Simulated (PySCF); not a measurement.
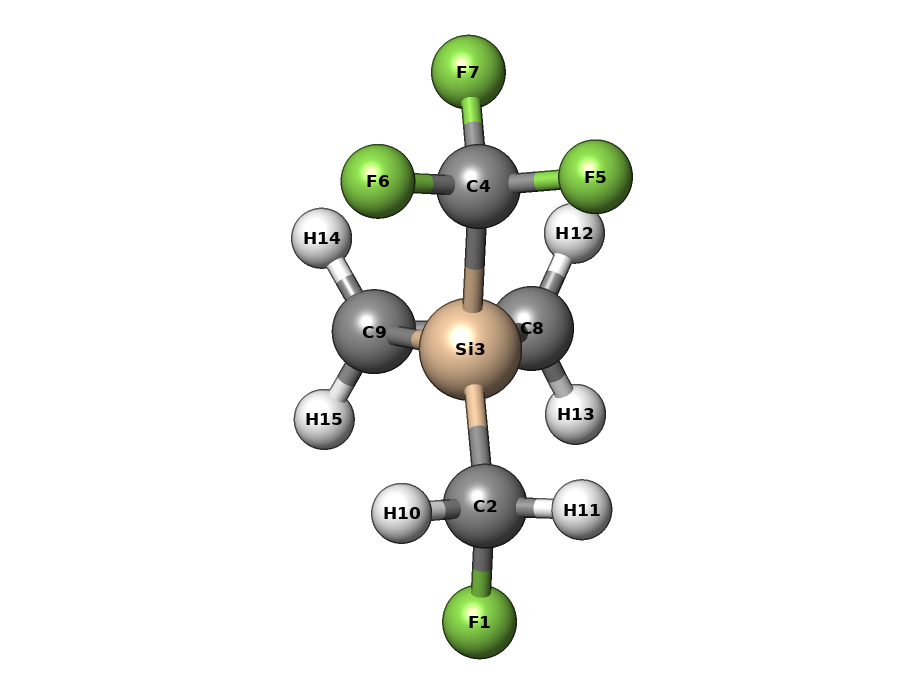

Every bond is drawn as one stick. The geometry was computed by an optimisation with GFN2-xTB. No frequency run is at hand to confirm it as a minimum. Computed with PBE0/pcSseg-1 (PySCF 2.14.0).

List the Mayer bond orders of F1–C2, C2–Si3, C2–H10, Si3–C4, Si3–C8, C4–F5, C4–F7, C8–C9, C8–H12, C8–H13 (one bond of each equivalent set).

```json
{"bond": "F1–C2", "Mayer order": "0.85", "length (Å)": "1.375"}
{"bond": "C2–Si3", "Mayer order": "0.93", "length (Å)": "1.910"}
{"bond": "C2–H10", "Mayer order": "0.94", "length (Å)": "1.095"}
{"bond": "Si3–C4", "Mayer order": "0.80", "length (Å)": "1.942"}
{"bond": "Si3–C8", "Mayer order": "0.98", "length (Å)": "1.879"}
{"bond": "C4–F5", "Mayer order": "0.96", "length (Å)": "1.349"}
{"bond": "C4–F7", "Mayer order": "0.96", "length (Å)": "1.342"}
{"bond": "C8–C9", "Mayer order": "0.89", "length (Å)": "1.554"}
{"bond": "C8–H12", "Mayer order": "0.94", "length (Å)": "1.081"}
{"bond": "C8–H13", "Mayer order": "0.95", "length (Å)": "1.080"}
```

The geometry is semi-empirical. Around Si such bond lengths and angles can be off by a tenth of an ångström or more and by several degrees, and values that hang on the shape move with them.
